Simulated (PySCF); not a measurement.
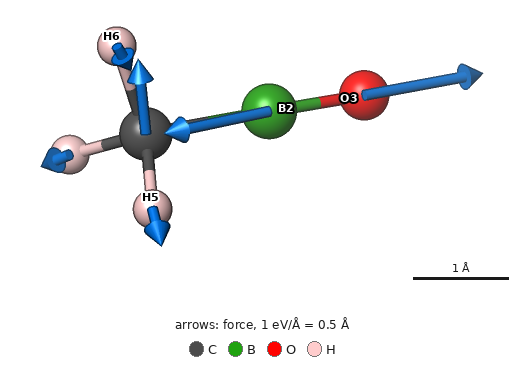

Starting geometry of CH3BO with the computed forces as blue arrows. The picture is a ball-and-stick view, seen at a tilt.

The start comes from GFN2-xTB. Its atoms were then displaced at random by about 0.01 Å.

Method: PBE0-D3(BJ)/def2-SVP geometry optimisation, gas phase (PySCF 2.14.0, density-fitted response routines). 

Q: What follows when this structure is relaxed?

A: It isn't relaxed: the largest force vector, on the O atom, is 2.97 eV/Å. The final displacements follow the starting forces only in part (cosine between the two patterns 0.64). The energy falls by 8.01 kJ/mol in 4 geometry steps. The atom that moves furthest after the best rigid fit is an H atom (0.032 Å). By element the largest moves are H 0.032 Å, C 0.028 Å, O 0.025 Å, B 0.006 Å. Some distances before and after: B–O 1.176 → 1.205 Å, C–H 1.072 → 1.099 Å, C–H 1.124 → 1.100 Å, B–C 1.522 → 1.533 Å. Bond angles that change, for instance: B–C–H 113.3° → 110.4°, H–C–H 106.3° → 108.5°.
